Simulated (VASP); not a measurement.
Band structure of Ho (hcp). Level of theory: PBE GGA with D4 dispersion, VASP's PBE PAW potentials (set 64) (plane waves; VASP).

The 4f electrons are frozen in the core of the lanthanide potential, so 4f levels, which can set the real gap, and their magnetism are missing.

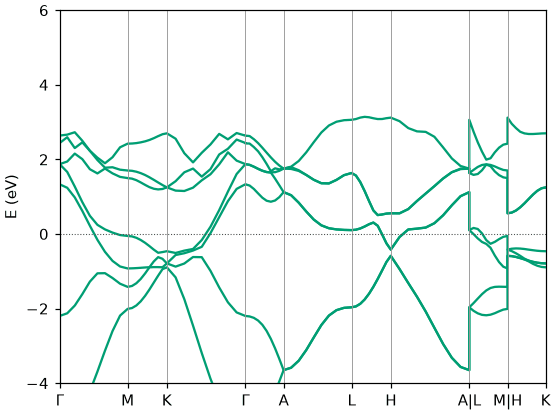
Bands along high-symmetry lines, zero at the valence-band maximum or, without a gap, the Fermi level

Q: Read the plot: is there a gap, and where are the band edges?

A: It has no gap at this level: it comes out as a metal or semimetal. (Edges off the drawn lines would not show.)

The compound is Ho in the hcp structure. It was relaxed first.
